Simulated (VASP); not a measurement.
# A VASP study of BeAu (LDA): structure first, properties next, part 3 of 5

Aim: relax BeAu, then compute properties on the relaxed cell. The start is a cell from a database of measured crystal structures.

VASP 6.6.1; LDA; plane waves and PAW (Be, Au).

So far. Step 4 (Density, ELF and potential (LDA)): In this run the pressure is -0.10 GPa, small enough to go on. Step 5 (Bands along the symmetry lines (LDA)): There is no gap at this level. The relaxed cell has a = 4.626 Å (conventional setting).

The database entry behind the starting cell is an old determination (1947), so it need not match the best structure at ambient conditions.

### Step 6. Density of states (LDA)

A density of states needs more k-points than a total energy; ISMEAR = -5 takes tetrahedra, and LORBIT projects the states on the PAW spheres. The mesh is finer than in the run before.

Contents of INCAR:

```
SYSTEM = BeAu
PREC = Accurate
ENCUT = 400
EDIFF = 1E-06
NELM = 100
ISMEAR = -5
SIGMA = 0.2
LREAL = .FALSE.
ALGO = Normal
GGA = CA
NBANDS = 46
LASPH = .TRUE.
LORBIT = 11
LWAVE = .FALSE.
LCHARG = .FALSE.
KPAR = 4
NEDOS = 2001
```

Contents of POSCAR:

```
BeAu
1.0
    4.6257473036      0.0000000000      0.0000000000
    0.0000000000      4.6257473036      0.0000000000
    0.0000000000      0.0000000000      4.6257473036
Be Au
4 4
Direct
    0.8454358348      0.8454358348      0.8454358348
    0.6545641652      0.1545641652      0.3454358348
    0.3454358348      0.6545641652      0.1545641652
    0.1545641652      0.3454358348      0.6545641652
    0.1529723067      0.1529723067      0.1529723067
    0.3470276933      0.8470276933      0.6529723067
    0.6529723067      0.3470276933      0.8470276933
    0.8470276933      0.6529723067      0.3470276933
```

Contents of KPOINTS:

```
Automatic mesh
0
Gamma
7 7 7
0 0 0
```

Potentials, in the order of the species: Be and Au (LDA family, release 64).

The run is started by

```console
> mpirun -np 4 vasp_std
```

The program printed:

```text
[... set-up lines as in an earlier step ...]
 entering main loop
       N       E                     dE             d eps       ncg     rms          rms(c)
DAV:   1     0.231444457095E+03    0.23144E+03   -0.20739E+04  2208   0.862E+02
DAV:   2    -0.340164606238E+02   -0.26546E+03   -0.24930E+03  2462   0.220E+02
DAV:   3    -0.417719452989E+02   -0.77555E+01   -0.76685E+01  2610   0.369E+01
DAV:   4    -0.418119814707E+02   -0.40036E-01   -0.40013E-01  2442   0.272E+00
DAV:   5    -0.418123260425E+02   -0.34457E-03   -0.34449E-03  2450   0.273E-01    0.226E+01
DAV:   6    -0.364164544028E+02    0.53959E+01   -0.12545E+01  2310   0.238E+01    0.123E+01
DAV:   7    -0.362885656820E+02    0.12789E+00   -0.61935E-01  2424   0.387E+00    0.636E+00
DAV:   8    -0.362162767399E+02    0.72289E-01   -0.17851E-02  2372   0.526E-01    0.712E-01
DAV:   9    -0.362146308324E+02    0.16459E-02   -0.21761E-03  2510   0.312E-01    0.104E-01
DAV:  10    -0.362146829830E+02   -0.52151E-04   -0.14424E-04  2444   0.481E-02    0.689E-02
DAV:  11    -0.362146457742E+02    0.37209E-04   -0.64178E-06  2448   0.155E-02    0.463E-03
DAV:  12    -0.362146461388E+02   -0.36459E-06   -0.80476E-07  1392   0.351E-03
   1 F= -.36214646E+02 E0= -.36214646E+02  d E =0.000000E+00
 -----------------------------------------------------------------------------
|                                                                             |
|           W    W    AA    RRRRR   N    N  II  N    N   GGGG   !!!           |
|           W    W   A  A   R    R  NN   N  II  NN   N  G    G  !!!           |
|           W    W  A    A  R    R  N N  N  II  N N  N  G       !!!           |
|           W WW W  AAAAAA  RRRRR   N  N N  II  N  N N  G  GGG   !            |
|           WW  WW  A    A  R   R   N   NN  II  N   NN  G    G                |
|           W    W  A    A  R    R  N    N  II  N    N   GGGG   !!!           |
|                                                                             |
|     Tetrahedron method does not include variations of the Fermi             |
|     occupations, so forces and stress will be inaccurate. We suggest        |
|     using a different smearing scheme ISMEAR = 1 or 2 for metals in         |
|     relaxations.                                                            |
|                                                                             |
 -----------------------------------------------------------------------------
```

The job ended after 9.8 s (4 MPI ranks of AMD EPYC 9R45, shared host; peak memory 0.67 GiB; 37 s of CPU time).

From OUTCAR (step 6):

```text
   k-points           NKPTS =     24   k-points in BZ     NKDIM =     24   number of bands    NBANDS=     46

   NELECT =      52.0000    total number of electrons

 E-fermi :   9.1726

 k-point     1 :       0.0000    0.0000    0.0000
  band No.  band energies     occupation
    ...
     22       6.8853      2.00000
     23       6.8853      2.00000
     24       6.8853      2.00000
     25       8.8701      1.99488
     26       8.8701      2.10281
     27       8.8701      0.18998
     28      13.6765      0.00000
     29      13.6765      0.00000
     30      14.0076      0.00000
     31      14.0076      0.00000
    ...

  Total       -0.1902554     -0.1902554     -0.1902554     -0.0000000      0.0000000      0.0000000
  in kB       -3.0796534     -3.0796534     -3.0796534     -0.0000000      0.0000000      0.0000000
  external PRESSURE =      -3.0796534 kB  Pullay stress =       0.0000000 kB

 POSITION                                       TOTAL-FORCE (eV/Angst)
 -----------------------------------------------------------------------------------
      3.91077      3.91077      3.91077        -0.002750     -0.002750     -0.002750
      3.02785      0.71497      1.59790         0.002750      0.002750     -0.002750
      1.59790      3.02785      0.71497        -0.002750      0.002750      0.002750
      0.71497      1.59790      3.02785         0.002750     -0.002750      0.002750
      0.70761      0.70761      0.70761        -0.012382     -0.012382     -0.012382
      1.60526      3.91814      3.02048         0.012382      0.012382     -0.012382
      3.02048      1.60526      3.91814        -0.012382      0.012382      0.012382
      3.91814      3.02048      1.60526         0.012382     -0.012382      0.012382
 -----------------------------------------------------------------------------------
    total drift:                                0.000000      0.000000     -0.000000

  FREE ENERGIE OF THE ION-ELECTRON SYSTEM (eV)
  ---------------------------------------------------
  free  energy   TOTEN  =       -36.2146461388 eV

  energy  without entropy=      -36.2146461388  energy(sigma->0) =      -36.21464614

[... 7 parts as in an earlier step ...]

[... 9 further parts left out ...]
```

With tetrahedra the forces and stress of a metal are not exact derivatives of the energy.

Numbers from this step:

```yaml
irreducible_k_points: 24
free_energy_toten: -36.21 eV
fermi_energy: 9.173 eV
pressure: -0.3080 GPa
dos_at_the_fermi_level: 2.111 states/eV/cell
```

The density of states has structure finer than the step of the table below, so its rows give means over 1 eV, whole bins alone (the curve runs from -12.0 to 5.56 eV). Peaks (eV: height): total -7.6: 22.7, -6.3: 15.6, -6.1: 15.5, -5.3: 18.1; Au d -7.5: 14.0, -6.3: 11.9, -5.3: 14.5, -4.4: 12.2; Au p -7.6: 0.551, -0.7: 0.701, -0.1: 0.606, 4.9: 0.533; Be p -7.5: 0.698, -5.3: 0.586, 4.0: 0.623, 4.9: 1.18; Au s -8.4: 1.22, -7.5: 1.03, -7.1: 0.835, 4.9: 0.638.

States under -12.0 eV and over 5.6 eV are left out. Table of density of states by energy, zero at the Fermi level; means over each step; values in states/eV/cell:

```csv
energy (eV),total,Au d,Au p,Be p,Au s,Be s
-11,0.0957,1.9e-4,9.2e-4,7.0e-4,0.0403,0.0165
-10,0.691,0.0155,0.0184,0.0161,0.271,0.106
-9,1.35,0.144,0.0511,0.0627,0.458,0.153
-8,4.38,2.06,0.122,0.187,0.575,0.331
-7,9.07,6.34,0.193,0.309,0.361,0.292
-6,9.68,7.38,0.316,0.301,0.132,0.144
-5,9.00,7.35,0.222,0.259,0.117,0.0556
-4,9.13,7.67,0.232,0.208,0.132,0.0767
-3,3.06,1.96,0.220,0.163,0.182,0.0669
-2,2.11,0.787,0.308,0.250,0.165,0.0682
-1,2.31,0.645,0.436,0.333,0.152,0.0925
0,1.66,0.412,0.356,0.257,0.0778,0.0698
1,1.60,0.461,0.247,0.305,0.0917,0.0542
2,1.45,0.387,0.220,0.276,0.123,0.0559
3,1.31,0.334,0.145,0.230,0.180,0.0730
4,2.94,0.617,0.302,0.537,0.364,0.255
5,3.76,0.603,0.344,0.775,0.400,0.461
```

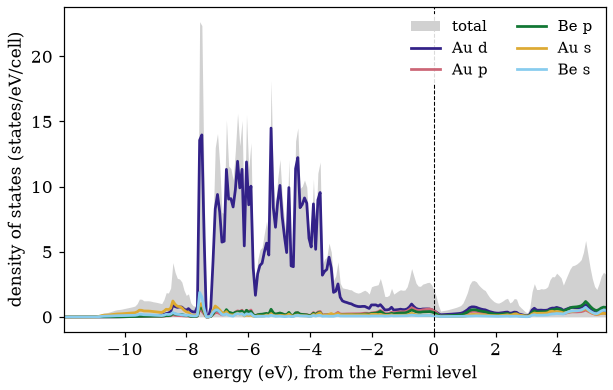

Density of states against energy.

The finer mesh and the other smearing move the Fermi level by -0.04 eV from the 5×5×5 run, a small shift, which tests the Fermi level alone. Of the states within 0.3 eV of the Fermi level, the largest shares in the PAW spheres are Au d 24 %, Au p 22 % and Be p 15 %. The rest lies in smaller channels or between the spheres.

(Continued in part 4 of 5.)

[Lines on the potential files, build, host, timing and source positions are cut from VASP's logs without a mark.]

[Logs are printed without paths, hosts, clocks, repeated set-up lines and the standing remarks that a program may print on its own settings, such as how far it seeks lower states.]

[Hosts, paths, dates, database ids (printed as entryN), source tags and the programs' standing remarks are cut or masked in the printed files.]

[A measured line is paired with the nearest computed mode of its activity, which favours agreement.]
